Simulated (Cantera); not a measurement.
Input: 1 mol TEOS, 35 mol N2O, 100 mol N2, equilibrated at 75.0 Torr.

Method: chemical equilibrium by Gibbs-energy minimisation in Cantera with the NASA 1993 tables (ideal gas, pure condensed phases). Candidate condensed phases: C, C6H6, C7H8, C8H18, H2O, Si, SiC, SiO2, Si2N2O, Si3N4; 151 gas species. The feed counts by its element totals alone. The numbers say what is thermodynamically allowed, not how fast it happens.

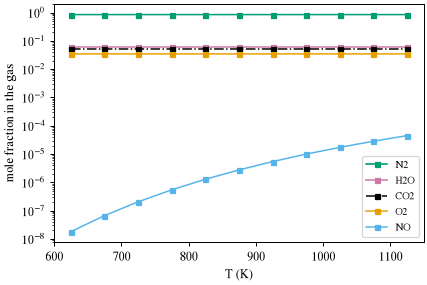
*Equilibrium gas composition (values under 1e-9 drawn at 1e-9)*

**Question.** Read off the mole fractions at 675 K.

**Answer.** N2 about 0.85, H2O about 0.063, CO2 about 0.050, O2 about 0.035, NO about 6.7e-8.
